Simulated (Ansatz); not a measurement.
The starting structures come from a database of crystals and need not be the phases stable at ambient conditions.

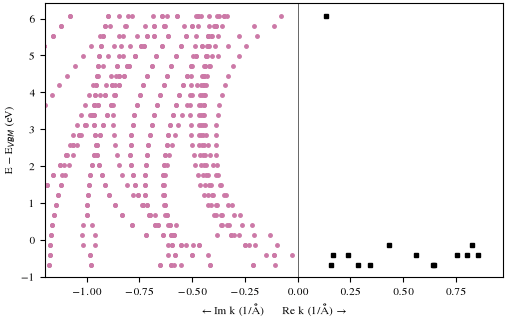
Fig. 1. Complex bands at the centre of the two-dimensional zone; r2SCAN in Ansatz (an electronic-structure program)

The gap is the functional's own, uncorrected, and κ follows it; spin-orbit coupling is left out. Mid-gap values are interpolated between the computed energies.

Question: This is CsLiCl$_{2}$ (P4/nmm, not sure to be the ambient phase, 8 atoms a cell, 28.4 Å³ an atom) along the normal of (111). Read off the slowest decay at the centre of the two-dimensional zone at 2.83 eV, the computed energy nearest the middle of the gap.

Answer: κ ≈ 0.39 1/Å, a decay length 1/(2κ) of the density of 1.3 Å.
